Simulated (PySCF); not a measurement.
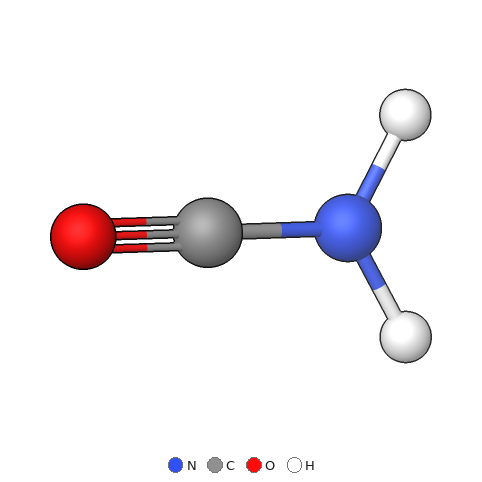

A ball-and-stick model of a molecule. Multiple sticks mark multiple bonds (one Kekulé form).

Charge +1, singlet. The computed structure is the end point of a PBE0-D3(BJ)/def2-SVP optimisation. No frequency run is at hand to confirm it as a minimum.

> Give the formula.

CH₂NO⁺, 5 atoms: 1 carbon, 2 hydrogen, 1 nitrogen and 1 oxygen.

> How many sets of symmetry-equivalent atoms are there?

4: 1 N, 1 C, 1 O, 2 H.

> Give the symmetry (Schoenflies symbol).

C2v.

> What is its SMILES?

NC#[O+]

More results for the same structure follow; atom numbers are the same in all pictures, views and colours differ.

## Shape

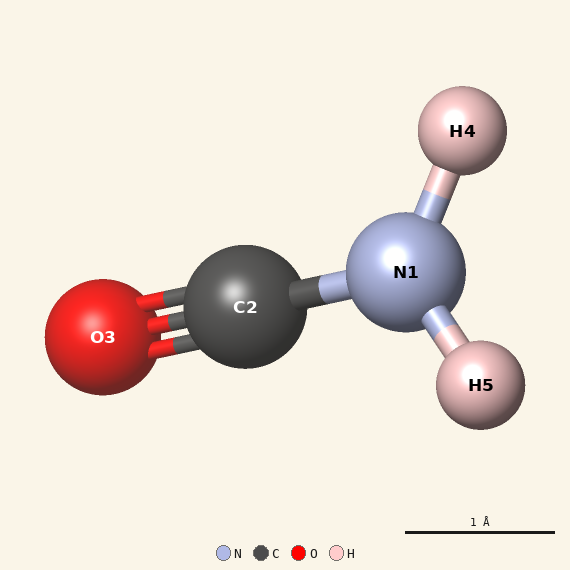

Atoms carry their numbers in the input. No frequency run is at hand to confirm it as a minimum.

Give the bond lengths.

```
 bond  length (Å)   order
N1–C2       1.269  single
N1–H4       1.028  single
N1–H5       1.028  single
C2–O3       1.127  triple
```

## Levels of theory compared

No frequency run is at hand to confirm it as a minimum. Program: PySCF 2.14.0.

Compare HOMO–LUMO gap (eV), HOMO energy (eV) at these levels: BHandHLYP/aug-pcX-1 (pcseg-1 on H); PBE0/def2-SVPD; PBE0/def2-SVPD in tetrahydrofuran (IEF-PCM); PBE0/def2-SVPD in water (IEF-PCM); PBE0/pcSseg-1 in tetrahydrofuran (IEF-PCM); PBE0/pcSseg-1 in water (IEF-PCM).

```json
{"level": "BHandHLYP/aug-pcX-1 (pcseg-1 on H)", "HOMO–LUMO gap (eV)": "11.40", "HOMO energy (eV)": "−18.70"}
{"level": "PBE0/def2-SVPD", "HOMO–LUMO gap (eV)": "8.64", "HOMO energy (eV)": "−17.29"}
{"level": "PBE0/def2-SVPD in tetrahydrofuran (IEF-PCM)", "HOMO–LUMO gap (eV)": "8.57", "HOMO energy (eV)": "−12.06"}
{"level": "PBE0/def2-SVPD in water (IEF-PCM)", "HOMO–LUMO gap (eV)": "8.55", "HOMO energy (eV)": "−11.32"}
{"level": "PBE0/pcSseg-1 in tetrahydrofuran (IEF-PCM)", "HOMO–LUMO gap (eV)": "8.60", "HOMO energy (eV)": "−12.06"}
{"level": "PBE0/pcSseg-1 in water (IEF-PCM)", "HOMO–LUMO gap (eV)": "8.59", "HOMO energy (eV)": "−11.32"}
```

## NMR shielding

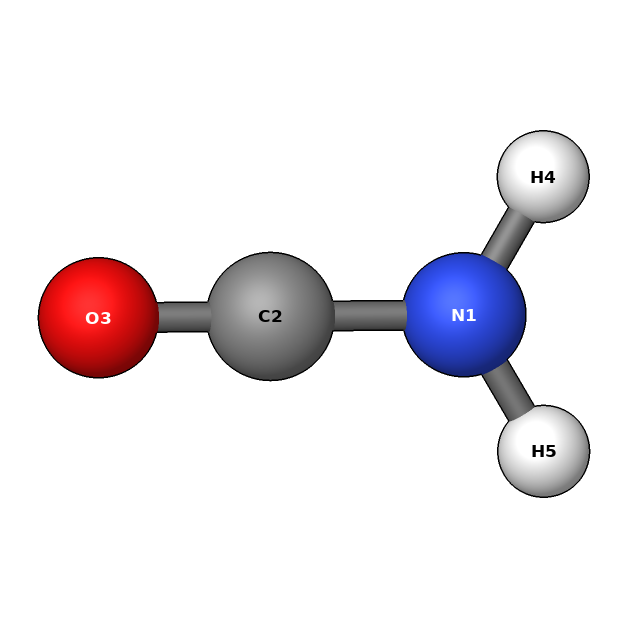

No frequency run is at hand to confirm it as a minimum. Properties computed with GIAO PBE0/pcSseg-1 NMR shielding, non-relativistic, IEF-PCM tetrahydrofuran (PySCF 2.14.0). Principal shieldings σ11 ≤ σ22 ≤ σ33, span Ω = σ33 − σ11, skew κ = 3(σiso − σ22)/Ω.

Give the shielding tensors of the N atoms.

```tsv
atom	σ11	σ22	σ33	σiso	Ω	κ
N1	163.6	202.3	282.5	216.1	118.9	0.35
```

Shieldings and span in ppm.

## Polarisability

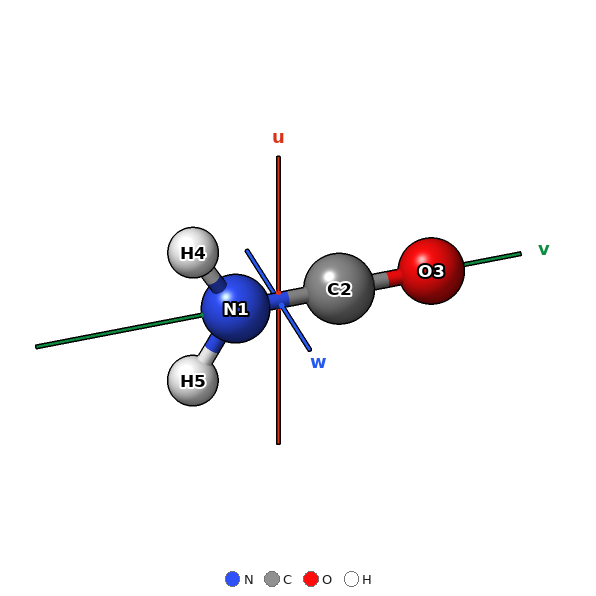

The lines u, v and w are the principal axes of the static dipole polarisability. No frequency run is at hand to confirm it as a minimum. Level of theory: PBE0/def2-SVPD in water (IEF-PCM) (PySCF 2.14.0).

> Along which axis is the molecule most polarisable, and along which least?

Most along v (in the molecular plane, nearly parallel to the C2–O3 bond), least along w (normal to the molecular plane).

> Give the three principal values.

u 16.8, v 36.1, w 15.0 bohr³; mean 22.6, anisotropy 20.3 bohr³.
